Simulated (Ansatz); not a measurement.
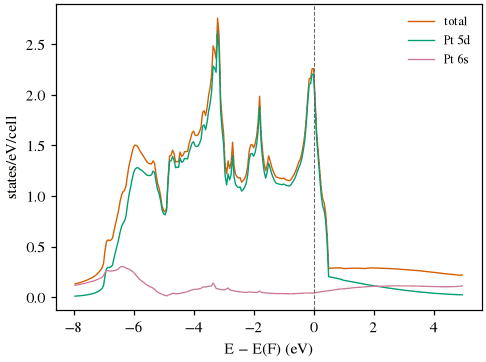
*Total and projected density of states of Pt (fcc (Cu type), Fm-3m), the program Ansatz at the PBE level (PAW)*

Q: Which orbitals carry the states next to the Fermi level?

A: Within 0.5 eV of the Fermi level: Pt 5d 96 %. Projections are on Löwdin-orthogonalised atomic valence shells; empty p or d shells of many metals are not among them.

Q: Where is the tallest occupied peak in this window, and what makes it?

A: Near -3.2 eV, about 2.8 states/eV per cell; the largest projected share is Pt 5d.

The PBE relaxation kept the symmetry of its start. No spin polarisation was allowed. Spin–orbit coupling is left out wherever it is not named.

Potentials: the later of the program's two PAW sets.
